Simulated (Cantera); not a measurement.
Charge: 1 mol TiO2, 14 mol H2, 1.5 mol H2O, held at 5.90 bar.

Cantera equilibrium calculation (NASA polynomials, part measured and part estimated; ideal gas, pure solids and liquids). Candidate condensed phases: H2O, Ti, TiO, TiO2, Ti2O3, Ti3O5, Ti4O7; 12 gas species. Condensed phases not in the tables: Magnéli phases beyond Ti4O7. Gases not in the tables: TiO(OH)2. The numbers say what is thermodynamically allowed, not how fast it happens.

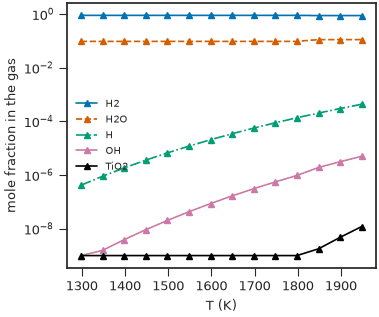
Figure: Equilibrium gas composition (values under 1e-9 drawn at 1e-9)

From 1298 K to 1798 K the condensed part is TiO2(rutile). From 1848 K to 1948 K the condensed part is Ti4O7(s).
